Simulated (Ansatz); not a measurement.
## Nudged elastic band of C$_{2}$H$_{6}$OSSi (part 1 of 2)

C$_{2}$H$_{6}$OSSi, computed with RKS PBE-D4/def2-SVP (Ansatz 0.2.0).

It belongs to a series of runs on one base structure; here: band between the two ends. Figures and captions count atoms from 1; the log counts them from 0 in places.

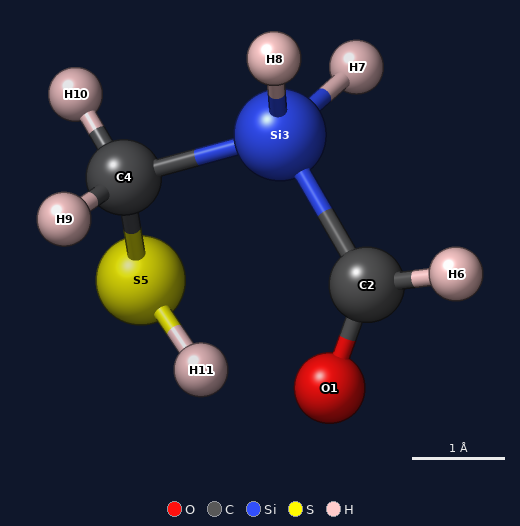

*The structure as given in the input (ball-and-stick view, seen at a tilt; atoms are numbered from 1 in the order of the input).*

Bond lengths as drawn: C–H 1.11 to 1.14 Å, C–O 1.22 Å, C–S 1.84 Å, C–Si 1.89 to 1.95 Å, H–S 1.37 Å and H–Si 1.50 to 1.51 Å.

## Key numbers

- outcome: converged
- barrier, forward: 3.526 eV
- barrier, backward: 1.168 eV
- hardware: 2 threads of Arm Neoverse V1, 24 GiB of memory available, shared host
- wall time: 4.3 min (CPU time 8.4 min)
- peak memory: 0.15 GiB

The order of the saddle point was not checked.

## Input file
```yaml
crystal:
  periodic: [false, false, false]
  atoms:
    - { symbol: O, position_ang: [-1.794502, -0.403933, 1.175382] }
    - { symbol: C, position_ang: [-0.787462, 0.181762, 1.544311] }
    - { symbol: Si, position_ang: [0.757176, 0.504716, 0.399714] }
    - { symbol: C, position_ang: [0.318587, 0.005967, -1.370639] }
    - { symbol: S, position_ang: [-0.18122, -1.767325, -1.424316] }
    - { symbol: H, position_ang: [-0.741396, 0.588566, 2.606912] }
    - { symbol: H, position_ang: [1.916168, -0.289725, 0.936035] }
    - { symbol: H, position_ang: [1.072017, 1.975771, 0.548338] }
    - { symbol: H, position_ang: [-0.47007, 0.656464, -1.802849] }
    - { symbol: H, position_ang: [1.207092, 0.096697, -2.02815] }
    - { symbol: H, position_ang: [-1.230989, -1.60596, -0.564038] }
basis:
  gaussian: { orbitals: def2-SVP }
hamiltonian:
  xc: pbe
  dispersion: d4
neb:
  order_check: false
  images: 9
  f_tol: 0.05
  max_iterations: 60
  final_atoms:
    - { symbol: O, position_ang: [-1.38258998, -0.78648872, 1.31954277] }
    - { symbol: C, position_ang: [-0.65616835, 0.0973314, 1.75458825] }
    - { symbol: Si, position_ang: [0.77575778, 0.7961871, 0.62160928] }
    - { symbol: C, position_ang: [0.42496802, 0.27077407, -1.09438141] }
    - { symbol: S, position_ang: [-0.10035738, -1.31452281, -1.29428006] }
    - { symbol: H, position_ang: [-0.81263701, 0.47039301, 2.81992689] }
    - { symbol: H, position_ang: [2.02911588, 0.25070556, 1.27801685] }
    - { symbol: H, position_ang: [0.84047229, 2.29936334, 0.71378885] }
    - { symbol: H, position_ang: [0.18027051, 1.00643362, -1.87608247] }
    - { symbol: H, position_ang: [0.23783679, -1.70236788, -2.58941177] }
    - { symbol: H, position_ang: [-1.47126756, -1.44480868, -1.63261719] }
  initial_path:
    images:
      - { positions_ang: [[-1.794502, -0.403933, 1.175382], [-0.787462, 0.181762, 1.544311], [0.757176, 0.504716, 0.399714], [0.318587, 0.005967, -1.370639], [-0.18122, -1.767325, -1.424316], [-0.741396, 0.588566, 2.606912], [1.916168, -0.289725, 0.936035], [1.072017, 1.975771, 0.548338], [-0.47007, 0.656464, -1.802849], [1.207092, 0.096697, -2.02815], [-1.230989, -1.60596, -0.564038]] }
      - { positions_ang: [[-1.80688883, -0.32567503, 1.17070235], [-0.78984567, 0.18608099, 1.55981849], [0.72403476, 0.528973, 0.41318016], [0.32232151, 0.04889902, -1.35456994], [-0.14015527, -1.73182715, -1.43873362], [-0.70767306, 0.50055111, 2.62503984], [1.91182957, -0.24286607, 0.93713789], [1.05185233, 2.00063176, 0.55290115], [-0.50195373, 0.67191868, -1.76231636], [1.2202207, -0.07829588, -2.06848087], [-1.21834129, -1.61539043, -0.61397908]] }
      - { positions_ang: [[-1.81927566, -0.24741705, 1.1660227], [-0.79222934, 0.19039999, 1.57532598], [0.69089351, 0.55322999, 0.42664631], [0.32605601, 0.09183104, -1.33850089], [-0.09909055, -1.6963293, -1.45315124], [-0.67395013, 0.41253621, 2.64316769], [1.90749114, -0.19600713, 0.93824078], [1.03168766, 2.02549252, 0.55746429], [-0.53383747, 0.68737336, -1.72178372], [1.23334939, -0.25328876, -2.10881175], [-1.20569357, -1.62482087, -0.66392017]] }
      - { positions_ang: [[-1.83166249, -0.16915908, 1.16134305], [-0.79461301, 0.19471898, 1.59083347], [0.65775227, 0.57748699, 0.44011247], [0.32979052, 0.13476305, -1.32243183], [-0.05802582, -1.66083145, -1.46756886], [-0.64022719, 0.32452132, 2.66129553], [1.90315271, -0.1491482, 0.93934368], [1.01152299, 2.05035328, 0.56202744], [-0.5657212, 0.70282804, -1.68125108], [1.24647809, -0.42828163, -2.14914262], [-1.19304586, -1.6342513, -0.71386125]] }
      - { positions_ang: [[-1.84404932, -0.0909011, 1.1566634], [-0.79699668, 0.19903798, 1.60634097], [0.62461102, 0.60174398, 0.45357863], [0.33352503, 0.17769507, -1.30636278], [-0.01696109, -1.6253336, -1.48198648], [-0.60650425, 0.23650643, 2.67942338], [1.89881428, -0.10228927, 0.94044657], [0.99135832, 2.07521404, 0.56659058], [-0.59760494, 0.71828272, -1.64071844], [1.25960678, -0.60327451, -2.18947349], [-1.18039815, -1.64368174, -0.76380234]] }
      - { positions_ang: [[-1.85643615, -0.01264313, 1.15198375], [-0.79938035, 0.20335697, 1.62184846], [0.59146978, 0.62600098, 0.46704478], [0.33725954, 0.22062709, -1.29029372], [0.02410363, -1.58983574, -1.4964041], [-0.57278132, 0.14849153, 2.69755122], [1.89447585, -0.05543034, 0.94154946], [0.97119365, 2.10007479, 0.57115373], [-0.62948867, 0.7337374, -1.6001858], [1.27273548, -0.77826739, -2.22980436], [-1.16775043, -1.65311217, -0.81374342]] }
      - { positions_ang: [[-1.76166691, -0.16741224, 1.18549556], [-0.77073795, 0.18215186, 1.64839642], [0.62832738, 0.6600382, 0.49795768], [0.35480123, 0.23065649, -1.25111126], [-0.00078857, -1.53477316, -1.45597929], [-0.62075246, 0.21287183, 2.72202636], [1.92140385, 0.00579684, 1.00884294], [0.94504938, 2.1399325, 0.59968075], [-0.46753683, 0.78827664, -1.65536513], [1.06575574, -0.96308749, -2.30172585], [-1.22845386, -1.61145147, -0.97751817]] }
      - { positions_ang: [[-1.66689768, -0.32218136, 1.21900736], [-0.74209555, 0.16094674, 1.67494437], [0.66518498, 0.69407543, 0.52887058], [0.37234293, 0.24068588, -1.2119288], [-0.02568077, -1.47971057, -1.41555448], [-0.6687236, 0.27725212, 2.74650149], [1.94833186, 0.06702402, 1.07613641], [0.91890511, 2.17979021, 0.62820778], [-0.305585, 0.84281589, -1.71054447], [0.858776, -1.14790759, -2.37364733], [-1.28915729, -1.56979078, -1.14129293]] }
      - { positions_ang: [[-1.57212845, -0.47695048, 1.25251916], [-0.71345315, 0.13974163, 1.70149233], [0.70204258, 0.72811265, 0.55978348], [0.38988463, 0.25071528, -1.17274633], [-0.05057297, -1.42464798, -1.37512967], [-0.71669473, 0.34163242, 2.77097663], [1.97525987, 0.1282512, 1.14342989], [0.89276083, 2.21964792, 0.6567348], [-0.14363316, 0.89735513, -1.7657238], [0.65179627, -1.33272769, -2.44556881], [-1.34986071, -1.52813008, -1.30506768]] }
      - { positions_ang: [[-1.47735922, -0.6317196, 1.28603097], [-0.68481075, 0.11853652, 1.72804029], [0.73890018, 0.76214987, 0.59069638], [0.40742632, 0.26074467, -1.13356387], [-0.07546517, -1.3695854, -1.33470487], [-0.76466587, 0.40601271, 2.79545176], [2.00218787, 0.18947838, 1.21072337], [0.86661656, 2.25950563, 0.68526183], [0.01831868, 0.95189437, -1.82090314], [0.44481653, -1.51754779, -2.51749029], [-1.41056414, -1.48646938, -1.46884243]] }
      - { positions_ang: [[-1.38258998, -0.78648872, 1.31954277], [-0.65616835, 0.0973314, 1.75458825], [0.77575778, 0.7961871, 0.62160928], [0.42496802, 0.27077407, -1.09438141], [-0.10035738, -1.31452281, -1.29428006], [-0.81263701, 0.47039301, 2.81992689], [2.02911588, 0.25070556, 1.27801685], [0.84047229, 2.29936334, 0.71378885], [0.18027051, 1.00643362, -1.87608247], [0.23783679, -1.70236788, -2.58941177], [-1.47126756, -1.44480868, -1.63261719]] }
```

Launch command:
```bash
ansatz run input.yaml --threads 2 --pin off --max-ram 3072MiB --backend cpu --events-out ev --progress --plain --runs-dir out
```

## Output
```
Engine: ansatz 0.2.0, aarch64-unknown-linux-gnu
Functional definition: PBE
  parameter kappa = 0.804
  parameter beta = 0.06672455060314922
  exchange = pbe_x(kappa = kappa, mu = beta*pi^2/3)
  correlation = pbe_c(beta = beta)
1208 factors; their error is unknown
mean field evaluation 1: about -22900.6832 eV, gradient 5.7e1 eV
mean field evaluation 2: about -22877.1765 eV, gradient 1.1e2 eV
mean field evaluation 4: about -22908.0449 eV, gradient 1.0e1 eV
mean field evaluation 8: about -22908.2912 eV, gradient 2.4e-1 eV
mean field evaluation 16: about -22908.2161 eV, gradient 1.7e-4 eV
mean field -22908.21607837 eV, -841.8614131336 hartree, gradient 7.7e-5 eV, S^2 0.000000; 0 other end points of the search recorded, 0 dependent functions left out
the calculation of the forces begins
reference -22908.21611116 eV, -841.8614143385 hartree; 28, 28 occupied and 80, 80 virtual orbitals, 1208 factors
1208 factors; their error is unknown
mean field evaluation 32: about -22905.8514 eV, gradient 1.5e-2 eV
mean field -22905.85138367 eV, -841.7745122062 hartree, gradient 5.6e-5 eV, S^2 0.000000; 0 other end points of the search recorded, 0 dependent functions left out
[... from here on the field's lines of each further geometry are left out, up to the last ...]
NEB iter   1: max|band force component| = 7.841e0 eV/Å  barrier→ = 5.0284 eV  barrier← = 2.6708 eV  Δτ_max = 0.2000 Å  (316 SCF iters)
NEB iter   2: max|band force component| = 2.875e0 eV/Å  barrier→ = 3.8190 eV  barrier← = 1.4614 eV  Δτ_max = 0.2000 Å  (310 SCF iters)
NEB iter   3: max|band force component| = 5.388e0 eV/Å  barrier→ = 3.5627 eV  barrier← = 1.2051 eV  Δτ_max = 0.1019 Å  (300 SCF iters)
NEB iter   4: max|band force component| = 1.650e0 eV/Å  barrier→ = 3.5091 eV  barrier← = 1.1515 eV  Δτ_max = 0.2000 Å  (275 SCF iters)
NEB iter   5: max|band force component| = 1.418e0 eV/Å  barrier→ = 3.5917 eV  barrier← = 1.2341 eV  Δτ_max = 0.1994 Å  (296 SCF iters)
NEB iter   6: max|band force component| = 1.306e0 eV/Å  barrier→ = 3.4113 eV  barrier← = 1.0536 eV  Δτ_max = 0.0939 Å  (276 SCF iters)
NEB iter   7: max|band force component| = 5.928e-1 eV/Å  barrier→ = 3.4197 eV  barrier← = 1.0620 eV  Δτ_max = 0.0622 Å  (266 SCF iters)
NEB iter   8: max|band force component| = 5.832e-1 eV/Å  barrier→ = 3.5058 eV  barrier← = 1.1482 eV  CI = image 7  Δτ_max = 0.1595 Å  (266 SCF iters)
NEB iter   9: max|band force component| = 7.690e-1 eV/Å  barrier→ = 3.5427 eV  barrier← = 1.1851 eV  CI = image 7  Δτ_max = 0.0801 Å  (292 SCF iters)
NEB iter  10: max|band force component| = 5.175e-1 eV/Å  barrier→ = 3.5294 eV  barrier← = 1.1717 eV  CI = image 7  Δτ_max = 0.0715 Å  (269 SCF iters)
NEB iter  11: max|band force component| = 2.670e-1 eV/Å  barrier→ = 3.5274 eV  barrier← = 1.1698 eV  CI = image 7  Δτ_max = 0.0228 Å  (268 SCF iters)
NEB iter  12: max|band force component| = 1.198e-1 eV/Å  barrier→ = 3.5266 eV  barrier← = 1.1690 eV  CI = image 7  Δτ_max = 0.0113 Å  (273 SCF iters)
NEB iter  13: max|band force component| = 8.822e-2 eV/Å  barrier→ = 3.5262 eV  barrier← = 1.1685 eV  CI = image 7  Δτ_max = 0.0098 Å  (266 SCF iters)
the calculation of the forces begins
reference -22905.74624588 eV, -841.7706484638 hartree; 28, 28 occupied and 80, 80 virtual orbitals, 1208 factors
1208 factors; their error is unknown
mean field evaluation 1216: about -22902.7752 eV, gradient 2.6e1 eV
mean field -22904.68093982 eV, -841.7314991881 hartree, gradient 1.2e-5 eV, S^2 0.000000; 1 other end points of the search recorded, 0 dependent functions left out
the calculation of the forces begins
reference -22904.68097457 eV, -841.7315004649 hartree; 28, 28 occupied and 80, 80 virtual orbitals, 1208 factors
NEB iter  14: max|band force component| = 3.118e-2 eV/Å  barrier→ = 3.5258 eV  barrier← = 1.1682 eV  CI = image 7  Δτ_max = 0.0000 Å  (521 SCF iters)
```

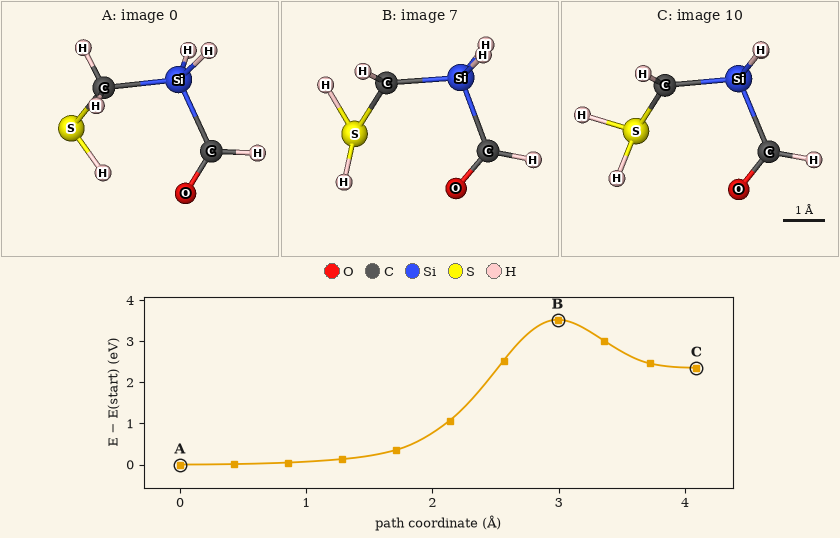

*Images of the last band (counted from 0; ball-and-stick, seen at a tilt) above the energy along the path; the line is a cubic interpolation that uses the forces.*

The highest image is number 7, 3.526 eV above the start and 1.168 eV above the end (the climbing image); the end lies 2.358 eV above the start. The path is 4.09 Å long. The band converged in 14 iterations.
